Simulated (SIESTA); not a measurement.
Band structure of Ta2N (P-3m1, 3 atoms in the cell).

```
Ta2N
1.0
    3.09418     0.00000     0.00000
   -1.54709     2.67964     0.00000
    0.00000     0.00000     4.84062
Ta N
2 1
Direct
  0.66667   0.33333   0.74529
  0.33333   0.66667   0.25471
  0.00000   0.00000   0.00000
```

Level of theory: GGA PBE, numerical atomic orbitals DZP, PseudoDojo PBE standard norm-conserving potentials (rewritten from UPF to PSML) in SIESTA.

Settings: XC.functional = GGA; XC.authors = PBE; potentials = PseudoDojo PBE standard; PAO.BasisSize = DZP; PAO.EnergyShift = 0.01 Ry; MeshCutoff = 300 Ry; kgrid.MonkhorstPack = 12 12 7; OccupationFunction = MP; OccupationMPOrder = 0; ElectronicTemperature = 1578.21 K; MaxSCFIterations = 150; SCF.Mixer.Method = Pulay; SCF.Mixer.Weight = 0.2; SCF.Mixer.History = 6.

The starting cell comes from a database of computed structures (which also holds hypothetical and non-ambient phases and stackings), without a prior relaxation at this level. Its lattice was rescaled by a random factor within 2.5 % of one. Spin-orbit coupling is off. Spin polarisation is off; with an odd number of electrons in the cell that forces a metal, and a magnetic state may lie lower. Values carry the incompleteness of an atom-centred basis.

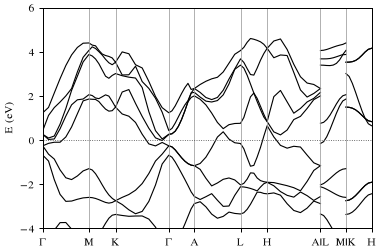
*Bands along the path, energies from the Fermi level.*

Levels in eV from the Fermi level, bands 12 to 17:
| point | 12 | 13 | 14 | 15 | 16 | 17 |
|---|---|---|---|---|---|---|
| Γ | -6.17 | -4.85 | -0.69 | -0.27 | -0.27 | 0.25 |
| M | -6.49 | -4.63 | -2.60 | -1.30 | 1.85 | 2.05 |
| K | -6.31 | -3.37 | -2.75 | -2.75 | 1.49 | 1.49 |
| A | -6.35 | -2.88 | -2.56 | -1.17 | -1.17 | 2.00 |
| L | -6.22 | -3.35 | -2.12 | -2.04 | -0.16 | 0.75 |
| H | -6.46 | -2.44 | -1.92 | -1.92 | 0.65 | 0.83 |

Bands cross the Fermi level along this path, so the cell is metallic at this level.

Higher empty bands are left out: an atom-centred basis made for the valence describes them poorly.
